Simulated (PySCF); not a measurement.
Single-point calculation, with input and output: BClO (charge +1)

System: BClO (boron chloride oxide), charge +1, multiplicity 2.
Method: HF/3-21G, UHF (PySCF 2.14.0).

The geometry is that of the parent species in another charge or spin state. The geometry comes from this level: GFN2-xTB.

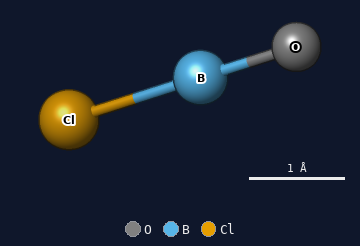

The input geometry (ball-and-stick view, seen at a tilt). Bond lengths as drawn: B–Cl 1.64 Å and B–O 1.19 Å.

**Summary**

```tsv
quantity	value
outcome	converged
total energy	−555.924802 hartree
basis functions	31
⟨S²⟩	0.770
hardware	1 thread of Arm Neoverse V1, 24 GiB of memory available, shared host
wall time	0.84 s
peak memory	0.12 GiB
```

Further notes kept with the run: dipole of an ion depends on the origin.

**Input file (run.py)**
```python
from pyscf import gto

molecule = gto.Mole()
molecule.atom = '''
O      1.019560     0.606200     0.626990
B      0.113080     0.066620     0.069470
Cl    -1.132640    -0.672810    -0.696460
'''
molecule.spin = 1
molecule.verbose = 3
molecule.max_memory = 1860
molecule.basis = '3-21g'
molecule.charge = 1
molecule.build()

mf = molecule.UHF()
mf.conv_tol = 1e-10
mf.kernel()
if not mf.converged:
    mf = mf.newton().run(mf.mo_coeff, mf.mo_occ)

e_final = mf.e_tot
print('Final energy', e_final)
```

Run as:
```bash
OMP_NUM_THREADS=1 python run.py
```

**Output**
```
WARN: HOMO -0.469802269601296 >= LUMO -0.469802269601296

converged SCF energy = -555.92480198828  <S^2> = 0.77004622  2S+1 = 2.0199467
Final energy -555.9248019882796
```
